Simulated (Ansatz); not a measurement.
Start from WS$_{2}$ (space group P6_3/mmc, No. 194; a = 3.154 Å, c = 12.141 Å; layered, stacked along the Cartesian z axis). Axes: x lies along a and z along c of the hexagonal cell.

Perturbation: uniaxial strain ε_zz = −0.60 %, all other strain components held at zero; the atoms relax in the strained cell.

Level of theory: Ansatz (a program for electronic structure), PBE-D3(BJ), PAW, cutoff 420 eV, spin-orbit coupling left out.

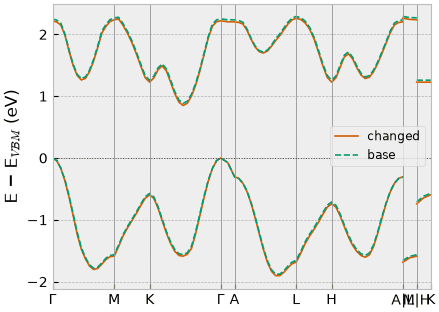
Fig. 1. Highest valence and lowest conduction band along the path, each from its own valence-band maximum

The gap is 0.85 eV, indirect, Γ → K–Γ (47 % along); the base has 0.88 eV.

Spin-orbit coupling, missing from the scalar runs, can matter with W. Semilocal Kohn–Sham gaps tend to fall short of experiment. No phonon test of stability was made.
